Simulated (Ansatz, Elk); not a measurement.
# How far do independent atoms describe InMoS4?

The structure of InMoS4 used here is made up (a known structure type with other elements) and was relaxed beforehand with PBE. The aim is the Fourier transform of its all-electron density, F(hkl), set beside the sum over free spherical atoms that refinements use.

Calculated with Elk 11.2.3 (patched build); DFT, PBE, all-electron APW+lo, Dirac cores, scalar-relativistic bands, static density, no spin.

The structure was built from a prototype and need not be the compound's stable phase.

**1. The structure**

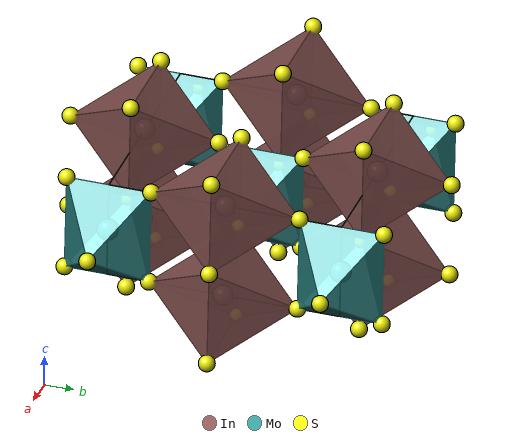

Start, viewed slightly off an axis; indium brown, molybdenum teal, sulfur yellow. This picture shows the conventional cell, with its axes. Some periodic images of atoms are drawn too.

**2. Ground state and structure factors**

An all-electron density is needed, since X-rays see the cores too. Task 0 finds the density and task 195 Fourier-transforms it; tshift is off so that phases refer to the origin typed.

The input, elk.in:

```
tasks
  0
  195

xctype
  20

spinpol
  .false.

rgkmax
  7.0

gmaxvr
  14.0

lmaxo
  7

lmaxapw
  8

swidth
  0.002

tshift
  .false.

ramdisk
  .false.

hmaxvr
  5.5

maxscl
  120

epspot
  1e-06

sppath
  './'

avec
  7.83268497141 -8.21740237387 -0.00000000000
  7.83268497141 8.21740237387 0.00000000000
  0.00000000000 0.00000000000 6.95311401571

atoms
  3
  'In.in'
  1
  0.5000000000 0.5000000000 0.0000000000   0.000000 0.000000 0.000000
  'Mo.in'
  1
  -0.0000000000 0.0000000000 0.5000000000   0.000000 0.000000 0.000000
  'S.in'
  4
  0.1814435755 0.8185564245 0.0000000000   0.000000 0.000000 0.000000
  0.8185564245 0.1814435755 -0.0000000000   0.000000 0.000000 0.000000
  0.7120067179 0.7120067179 0.5000000000   0.000000 0.000000 0.000000
  0.2879932821 0.2879932821 0.5000000000   0.000000 0.000000 0.000000

ngridk
  4 4 6
```

Command:

```
$ OMP_NUM_THREADS=4 elk
```

Numbers of over 12 decimals in the logs are rounded to 6 here.

Log:

```text
┌─────────────────────────┐
│ Elk code version 11.2.3 │
└─────────────────────────┘

All units are atomic (Hartree, Bohr, etc.)

┌─────────────────────────────────────────────────┐
│ Ground-state run starting from atomic densities │
└─────────────────────────────────────────────────┘

Lattice vectors :
   7.832684971      -8.217402374      -0.000000000
   7.832684971       8.217402374       0.000000000
   0.000000000       0.000000000       6.953114016

Reciprocal lattice vectors :
  0.4010875792     -0.3823097021       0.000000000
  0.4010875792      0.3823097021      -0.000000000
   0.000000000      -0.000000000      0.9036505504

Unit cell volume      :    895.0649677
Brillouin zone volume :   0.2771309596

Muffin-tin inner radius fraction :   0.1000000000E-01

Nuclei treated as point charges

Species : 1 (In)
 parameters loaded from : In.in
 name : indium
 nuclear charge    :   -49.00000000
 electronic charge :    49.00000000
 atomic mass :    209300.4102
 muffin-tin radius :    2.600000000
 number of radial points in muffin-tin :   1193
 inner part over the whole radius :   0.9943151076E-02
 number on inner part of muffin-tin    :    850
 approximate nuclear radius :   0.8768807633E-04
 number of mesh points to nuclear radius :    427
 atomic positions (lattice), magnetic fields (Cartesian) :
  1 :   0.50000000  0.50000000  0.00000000    0.00000000  0.00000000  0.00000000

Species : 2 (Mo)
 parameters loaded from : Mo.in
 name : molybdenum
 nuclear charge    :   -42.00000000
 electronic charge :    42.00000000
 atomic mass :    174887.9214
 muffin-tin radius :    2.416657374
 number of radial points in muffin-tin :   1193
 inner part over the whole radius :   0.9975728327E-02
 number on inner part of muffin-tin    :    847
 approximate nuclear radius :   0.8334154960E-04
 number of mesh points to nuclear radius :    421
 atomic positions (lattice), magnetic fields (Cartesian) :
  1 :   0.00000000  0.00000000  0.50000000    0.00000000  0.00000000  0.00000000

Species : 3 (S)
 parameters loaded from : S.in
 name : sulphur
 nuclear charge    :   -16.00000000
 electronic charge :    16.00000000
 atomic mass :    58450.91931
 muffin-tin radius :    2.044863932
 number of radial points in muffin-tin :    793
 inner part over the whole radius :   0.9918733903E-02
 number on inner part of muffin-tin    :    553
 approximate nuclear radius :   0.6195814986E-04
 number of mesh points to nuclear radius :    252
 atomic positions (lattice), magnetic fields (Cartesian) :
  1 :   0.18144358 -0.18144358  0.00000000    0.00000000  0.00000000  0.00000000
  2 :  -0.18144358  0.18144358  0.00000000    0.00000000  0.00000000  0.00000000
  3 :  -0.28799328 -0.28799328  0.50000000    0.00000000  0.00000000  0.00000000
  4 :   0.28799328  0.28799328  0.50000000    0.00000000  0.00000000  0.00000000

Total number of atoms per unit cell :    6
Total muffin-tin volume :    276.0076731
 ratio of muffin-tin to unit cell volume :   0.3083660774

Spin treatment :
 spin-unpolarised

Number of Bravais lattice symmetries :    8
Number of crystal symmetries         :    8
Crystal has inversion symmetry
Real symmetric eigensolver will be used

k-point grid :      4     4     6
k-point offset :    0.000000000       0.000000000       0.000000000
k-point set is reduced with full crystal symmetry group
Total number of k-points :       28

Muffin-tin radius times maximum |G+k| :    7.000000000
 using average radius
Maximum |G+k| for APW functions       :    3.182755383
Maximum (1/2)|G+k|²                   :    5.064965913
Maximum |G| for potential and density :    14.00000000
Constant for pseudocharge density :    9
 order of it for each species :   16  16  16
 order of it for pair densities of each species (exact exchange by exxq0 0: 17) :   14  12   8
Radial integration step length :    1

G-vector grid sizes :     54    54    32
Number of G-vectors :    41493

Maximum angular momentum used for
 APW functions            :    8
 outer part of muffin-tin :    7
[...]
electron entropic           :    -0.96760763297815E-03
 total energy                :     -11530.913285183

Density of states at Fermi energy :    73.44642787
 (states/Hartree/unit cell)

Estimated indirect band gap :   0.1901497987E-02
 from k-point 19 to k-point 10
Estimated direct band gap   :   0.1686410323E-01
 at k-point 18

Charges :
 core                        :    98.00000000
 valence                     :    57.00000000
 interstitial                :    11.91325585
 muffin-tins (core leakage)
  species : 1 (In)
[...]
species : 2 (Mo)
[...]
species : 3 (S)
[...]
total in muffin-tins        :    143.0867442
 total calculated charge     :    154.9982618
 total charge                :    155.0000000
 error                       :   0.1738212767E-02

RMS change in Kohn-Sham potential (target) :   0.4393304951     (  0.1000000000E-05)
Absolute change in total energy (target)   :   0.2920628437     (  0.1000000000E-03)

[... loops 3 to 16 left out ...]

┌──────────────────┐
│ Loop number : 17 │
└──────────────────┘

Energies :
 Fermi                       :     0.179018
 sum of occupied eigenvalues :     -6852.8551340472
 electron kinetic            :      11982.848048707
 core electron kinetic       :      11623.015806874
 Coulomb                     :     -23126.089217086
 Coulomb potential           :     -18332.845204621
 nuclear-nuclear             :     -1159.4195112852
 electron-nuclear            :     -25622.347013330
 Hartree                     :      3655.6773075290
 Madelung                    :     -13959.666614776
 xc potential                :     -502.85797813384
 exchange                    :     -379.09551185802
 correlation                 :     -7.353280
 electron entropic           :    -0.14639703880609E-02
 total energy                :     -11529.691424348

Density of states at Fermi energy :    115.2091068
 (states/Hartree/unit cell)

Estimated indirect band gap :   0.4440206468E-03
 from k-point 1 to k-point 4
Estimated direct band gap   :   0.1157225115E-01
 at k-point 4

Charges :
 core                        :    98.00000000
 valence                     :    57.00000000
 interstitial                :    11.65157881
 muffin-tins (core leakage)
  species : 1 (In)
[...]
species : 2 (Mo)
[...]
species : 3 (S)
[...]
total in muffin-tins        :    143.3484212
 total calculated charge     :    154.9983316
 total charge                :    155.0000000
 error                       :   0.1668446299E-02

RMS change in Kohn-Sham potential (target) :   0.3980266145E-06 (  0.1000000000E-05)
Absolute change in total energy (target)   :   0.3250623377E-04 (  0.1000000000E-03)

Convergence targets achieved

┌──────────────────┐
│ Loop number : 18 │
└──────────────────┘

Energies :
 Fermi                       :     0.179018
 sum of occupied eigenvalues :     -6852.8551326532
 electron kinetic            :      11982.848048160
 core electron kinetic       :      11623.015809504
 Coulomb                     :     -23126.089213615
 Coulomb potential           :     -18332.845218286
 nuclear-nuclear             :     -1159.4195112852
 electron-nuclear            :     -25622.346992070
 Hartree                     :      3655.6772897405
 Madelung                    :     -13959.666604472
 xc potential                :     -502.85796252667
 exchange                    :     -379.09551150131
 correlation                 :     -7.353280
 electron entropic           :    -0.14639699706662E-02
 total energy                :     -11529.691421052

Density of states at Fermi energy :    115.2090724
 (states/Hartree/unit cell)

Estimated indirect band gap :   0.4440470247E-03
 from k-point 1 to k-point 4
Estimated direct band gap   :   0.1157226934E-01
 at k-point 4

Charges :
 core                        :    98.00000000
 valence                     :    57.00000000
 interstitial                :    11.65157874
 muffin-tins (core leakage)
  species : 1 (In)
[...]
species : 2 (Mo)
[...]
species : 3 (S)
[...]
atom 2                    :    14.02947387     (  0.1965817442E-03)
   atom 3                    :    14.05345952     (  0.1974260273E-03)
   atom 4                    :    14.05345952     (  0.1974260273E-03)
 total in muffin-tins        :    143.3484213
 total calculated charge     :    154.9983316
 total charge                :    155.0000000
 error                       :   0.1668446515E-02

┌──────────────────────────────┐
│ Self-consistent loop stopped │
└──────────────────────────────┘

Warning : core states of species 1 leak from the muffin-tin :   0.1293919554E-03

Warning : core states of species 3 leak from the muffin-tin :   0.1974260273E-03

Wrote STATE.OUT
```

It took 39 s on 4 threads of Intel Xeon Platinum 8488C (Sapphire Rapids), shared host; peak memory 0.26 GiB.

SFACRHO.OUT:

```text

h k l indices transformed by vhmat matrix:
   1.000000000       0.000000000       0.000000000    
   0.000000000       1.000000000       0.000000000    
   0.000000000       0.000000000       1.000000000    

      h      k      l  multipl.   |H|            Re(F)            Im(F)           |F|

      0      0      0      1   0.0000000       155.00000      0.61192106E-15   155.00000    
      1      0      0      4  0.55410464      -1.5846091     -0.18632283E-13   1.5846091    
     -1      1      0      2  0.76461940       91.966771     -0.13253302E-14   91.966771    
      1      1      0      2  0.80217516       84.602678      0.10868831E-13   84.602678    
      0      0      1      2  0.90365055       6.8074228     -0.17918337E-13   6.8074228    
      1      0      1      8   1.0600077      -60.819838     -0.26395734E-13   60.819838    
      0     -2      0      4   1.1082093       38.795187     -0.34935530E-13   38.795187    
      1     -1     -1      4   1.1837344      -32.311870      0.13089462E-13   32.311870    
      1      1      1      4   1.2083333       51.138281      -0.0000000       51.138281    
     -1      2      0      4   1.2150381      -34.873956     -0.31053804E-14   34.873956    
      1      2      0      4   1.2625379       18.093314      0.62107608E-14   18.093314    
      0     -2      1      8   1.4299343       11.697214     -0.44251671E-13   11.697214    
     -2      1      1      8   1.5142331      -84.653182     -0.77634511E-14   84.653182    
     -2      2      0      2   1.5292388       86.839650     -0.13943059E-14   86.839650    
      1      2      1      8   1.5526063      -73.814131     -0.11645177E-13   73.814131    
      2      2      0      2   1.6043503       100.03059      0.20184973E-13   100.03059    
     -3      0      0      4   1.6623139      -12.338586     -0.34159185E-13   12.338586    
      1     -3      0      4   1.7268631       45.903181     -0.25619388E-13   45.903181
```

Elk indexes on the primitive cell of elk.in and gives |H| = 4π sin θ/λ in inverse bohr. Below, one row stands for each form hkl of the conventional cell (m members, Friedel mates merged), F is for one primitive cell and the density is static (no thermal factor). Free-atom factors are Waasmaier and Kirfel's, and R is Σm||F|−|F'||/Σm|F|.

| hkl | m | sin θ/λ (Å⁻¹) | abs F, DFT | neutral atoms | diff. |
| --- | --- | --- | --- | --- | --- |
| 110 | 4 | 0.083 | 1.585 | 1.574 | +0.011 |
| 020 | 2 | 0.115 | 91.967 | 92.084 | -0.117 |
| 200 | 2 | 0.121 | 84.603 | 84.902 | -0.300 |
| 001 | 2 | 0.136 | 6.807 | 6.769 | +0.038 |
| 111 | 8 | 0.159 | 60.820 | 61.327 | -0.507 |
| 220 | 4 | 0.167 | 38.795 | 39.423 | -0.627 |
| 021 | 4 | 0.178 | 32.312 | 32.130 | +0.182 |
| 201 | 4 | 0.182 | 51.138 | 50.449 | +0.689 |
| 130 | 4 | 0.183 | 34.874 | 34.335 | +0.539 |
| 310 | 4 | 0.190 | 18.093 | 17.932 | +0.161 |
| 221 | 8 | 0.215 | 11.697 | 11.435 | +0.262 |
| 131 | 8 | 0.228 | 84.653 | 84.913 | -0.260 |
| 040 | 2 | 0.230 | 86.840 | 87.154 | -0.314 |
| 311 | 8 | 0.234 | 73.814 | 74.110 | -0.296 |

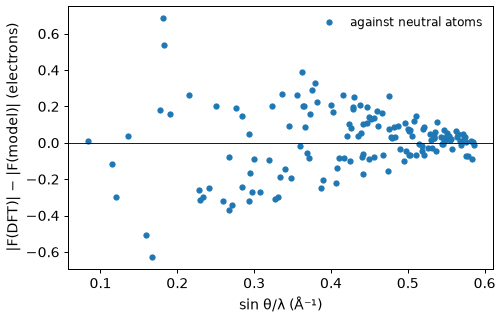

Difference between the calculated structure factors and the independent-atom ones.

**3. The highest occupied states alone**

An energy window below the Fermi level keeps the highest occupied states, to see at which angles they scatter; shallow core shells can lie inside it and anion s states outside. No new self-consistency is needed.

elk.in: that of step 2 with these lines changed.

```diff
@@ -1,3 +1,2 @@
 tasks
-  0
   195
@@ -40,2 +39,5 @@
 
+wsfac
+  -0.372220 0.479020
+
 sppath
```

Command:

```
$ OMP_NUM_THREADS=4 elk
```

Log:

```text
┌─────────────────────────────────┐
│ Elk code version 11.2.3 started │
└─────────────────────────────────┘

Info(readinput): the functional depends on the density's gradient
 muffin-tin radial points multiplied by    2.00000
 (not where nrmtscf is given)

┌────────────────────┐
│ Current task : 195 │
└────────────────────┘
Info(checkmt): changed muffin-tin radius of species 2 (Mo) from   2.6000 to   2.4167
Info(checkmt): changed muffin-tin radius of species 3 (S) from   2.2000 to   2.0449

Info(sfacrho): density structure factors written to SFACRHO.OUT

 Energy window :  -0.3722200000      0.4790200000

┌──────────────────┐
│ Elk code stopped │
└──────────────────┘
```

Run time: 11 s. Hardware: 4 threads; peak memory 0.19 GiB.

States within 15 eV below the Fermi level hold 43.00 electrons; any levels below the window count with the cores. Their amplitudes can exceed the total, where window and core parts have opposite phase:

| hkl | sin θ/λ (Å⁻¹) | abs F, window | abs F, all |
| --- | --- | --- | --- |
| 110 | 0.083 | 4.809 | 1.585 |
| 020 | 0.115 | 15.658 | 91.967 |
| 200 | 0.121 | 13.187 | 84.603 |
| 001 | 0.136 | 5.931 | 6.807 |
| 111 | 0.159 | 6.064 | 60.820 |
| 220 | 0.167 | 1.375 | 38.795 |
| 021 | 0.178 | 2.155 | 32.312 |
| 201 | 0.182 | 13.775 | 51.138 |
| 130 | 0.183 | 10.664 | 34.874 |
| 310 | 0.190 | 0.775 | 18.093 |

**4. Another functional**

The difference from free atoms is small, so it is set against the change that PBEsol makes.

elk.in: that of step 3 with these lines changed.

```diff
@@ -1,2 +1,3 @@
 tasks
+  0
   195
@@ -4,3 +5,3 @@
 xctype
-  20
+  22
 
@@ -39,5 +40,2 @@
 
-wsfac
-  -0.372220 0.479020
-
 sppath
```

Command:

```
$ OMP_NUM_THREADS=4 elk
```

Log:

```text
┌─────────────────────────┐
│ Elk code version 11.2.3 │
└─────────────────────────┘

All units are atomic (Hartree, Bohr, etc.)

┌─────────────────────────────────────────────────┐
│ Ground-state run starting from atomic densities │
└─────────────────────────────────────────────────┘

Lattice vectors :
   7.832684971      -8.217402374      -0.000000000
   7.832684971       8.217402374       0.000000000
   0.000000000       0.000000000       6.953114016

Reciprocal lattice vectors :
  0.4010875792     -0.3823097021       0.000000000
[...]
species : 3 (S)
[...]
atom 3                    :    14.02946657     (  0.1987744610E-03)
   atom 4                    :    14.02946657     (  0.1987744610E-03)
 total in muffin-tins        :    143.2792832
 total calculated charge     :    154.9983333
 total charge                :    155.0000000
 error                       :   0.1666732994E-02

┌──────────────────────────────┐
│ Self-consistent loop stopped │
└──────────────────────────────┘

Warning : core states of species 1 leak from the muffin-tin :   0.1310962493E-03

Warning : core states of species 3 leak from the muffin-tin :   0.1987744610E-03

Wrote STATE.OUT
[key lines of the parts left out:]
total energy                :     -11522.359801243
```

Wall time 40 s (4 threads); peak memory 0.25 GiB; 1.9 min of CPU time.

Against the first run R = 0.03 %; the largest change is -0.071 at 201.

**5. Basis size**

The basis and the expansions that go with it are enlarged, to see whether the differences are converged.

elk.in: that of step 4 with these lines changed.

```diff
@@ -5,3 +5,3 @@
 xctype
-  22
+  20
 
@@ -11,12 +11,12 @@
 rgkmax
-  7.0
+  8.5
 
 gmaxvr
-  14.0
+  18.0
 
 lmaxo
-  7
+  9
 
 lmaxapw
-  8
+  10
```

Command:

```
$ OMP_NUM_THREADS=4 elk
```

Log:

```text
┌─────────────────────────┐
│ Elk code version 11.2.3 │
└─────────────────────────┘

All units are atomic (Hartree, Bohr, etc.)

┌─────────────────────────────────────────────────┐
│ Ground-state run starting from atomic densities │
└─────────────────────────────────────────────────┘

Lattice vectors :
   7.832684971      -8.217402374      -0.000000000
   7.832684971       8.217402374       0.000000000
   0.000000000       0.000000000       6.953114016

Reciprocal lattice vectors :
  0.4010875792     -0.3823097021       0.000000000
[...]
species : 3 (S)
[...]
atom 3                    :    14.05713777     (  0.1975821590E-03)
   atom 4                    :    14.05713777     (  0.1975821590E-03)
 total in muffin-tins        :    143.3726700
 total calculated charge     :    154.9991479
 total charge                :    155.0000000
 error                       :   0.8521057213E-03

┌──────────────────────────────┐
│ Self-consistent loop stopped │
└──────────────────────────────┘

Warning : core states of species 1 leak from the muffin-tin :   0.1293093290E-03

Warning : core states of species 3 leak from the muffin-tin :   0.1975821590E-03

Wrote STATE.OUT
[key lines of the parts left out:]
total energy                :     -11529.699620971
```

Elapsed: 1.8 min, on 4 threads; peak memory 0.49 GiB.

Against the first run R = 0.01 %; the largest change is -0.014 at 462.

**6. Settings against the effect**

| run | R against the first run (%) | R against neutral atoms, low angle (%) | wall time |
| --- | --- | --- | --- |
| PBE, rgkmax 7 | 0.00 | 0.59 | 39 s |
| PBEsol | 0.03 | 0.59 | 40 s |
| rgkmax 8.5 with larger expansions | 0.01 | 0.59 | 1.8 min |

**7. Summary of results**

```yaml
r_against_neutral_atoms_sin_theta_lambda_0p3_a_minus1: 0.59 %
r_against_neutral_atoms_0p3_to_0p59_a_minus1: 0.33 %
```

Independent neutral atoms miss the calculated amplitudes by R = 0.59 % below 0.3 Å⁻¹ and 0.33 % from there to 0.59 Å⁻¹; by shells, 0.26 % below 0.15 Å⁻¹ (4 forms), 0.62 % 0.15 to 0.3 (24 forms), 0.50 % 0.3 to 0.45 (49 forms), 0.20 % above 0.45 (72 forms). Bonding, aspherical density and the tables' own atoms all enter these figures, and the runs don't part them. The largest change of an amplitude is +0.69 electrons, at 201. The window's part falls from 43.0 electrons at the origin to at most 1.13 between 0.45 and 0.59 Å⁻¹, where compact states inside the window still scatter. The window holds more than the 33 outer electrons of the free atoms, so shallow core shells lie inside it. Below 0.3 Å⁻¹ the changes that finished (PBEsol and rgkmax 8.5 with larger expansions) move F by R = 0.04 % at most, against the 0.59 % that separates it from free atoms. The k-mesh has no finished test. These runs have no spin, though d or f shells may be open. The electron count is odd, so without spin the run is a metal by force. Part of the difference isn't bonding: the tables are fits to free atoms and ions calculated by other methods than this functional. Thermal motion, anomalous dispersion and extinction are left out.

[Logs are printed without paths, hosts, clocks, repeated set-up lines and the standing remarks that a program may print on its own settings, such as how far it seeks lower states.]

[Hosts, paths, dates, database ids (printed as entryN), source tags and the programs' standing remarks are cut or masked in the printed files.]
